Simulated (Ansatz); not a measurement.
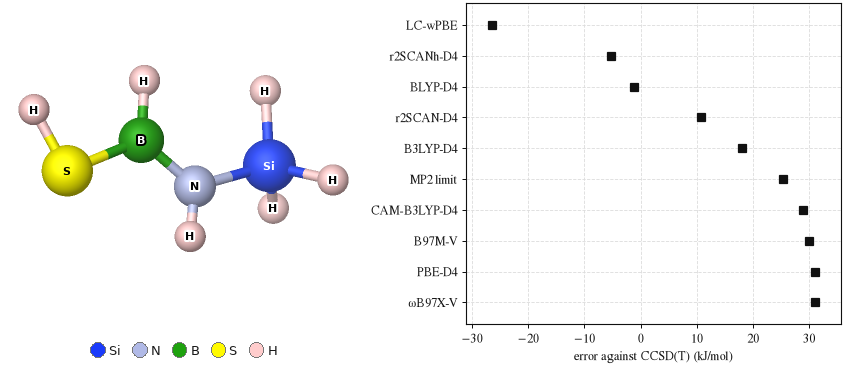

Error in the electronic atomisation energy (method less reference, so positive means overbinding) of BSiNH₆S, SMILES [SiH3]NBS: functionals in def2-TZVPP against frozen-core CCSD(T) at the limit (MP2 extrapolated from triple and quadruple zeta, plus CCSD(T) less MP2 in a smaller set), which gives 3375.7 kJ/mol, at a PBE0-D4/def2-TZVP geometry (a minimum by its frequencies), no zero-point or spin-orbit term, the Ansatz code. The reference leaves out core correlation, a term that grows with the number of heavy atoms. No dispersion term is added to LC-wPBE. Limit means the basis limit.

Q: What range do the values span?

A: From −26.4 kJ/mol (LC-wPBE) to 31.0 kJ/mol (ωB97X-V).

Q: Give the values.

A:
| level | kJ/mol |
| --- | --- |
| LC-wPBE | −26.4 |
| r2SCANh-D4 | −5.2 |
| BLYP-D4 | −1.1 |
| r2SCAN-D4 | 10.8 |
| B3LYP-D4 | 18.0 |
| MP2 limit | 25.4 |
| CAM-B3LYP-D4 | 28.9 |
| B97M-V | 30.0 |
| PBE-D4 | 31.0 |
| ωB97X-V | 31.0 |

Caveats, for all or some of the runs: one conformer of a flexible molecule.
